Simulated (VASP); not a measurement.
Band structure of BN (space group P6_3/mmc). These are PBE GGA, VASP's PBE PAW potentials (set 64) (plane waves; VASP 6.6.1) values and carry that method's errors.

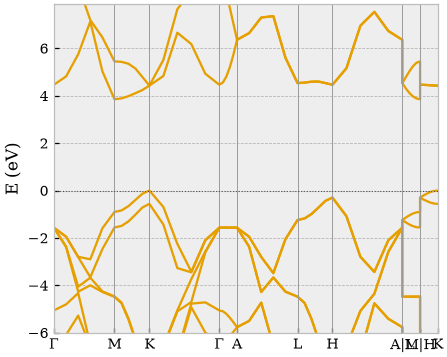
Fig. 1. Bands along high-symmetry lines, zero at the valence-band maximum or, without a gap, the Fermi level

Read the plot: is there a gap, and where are the band edges?

The gap is indirect, 3.85 eV, from the valence maximum at K to the conduction minimum at M.

The structure comes from a computed database's BN entry; how it stands against other phases isn't given here. The cell was not relaxed at this level.
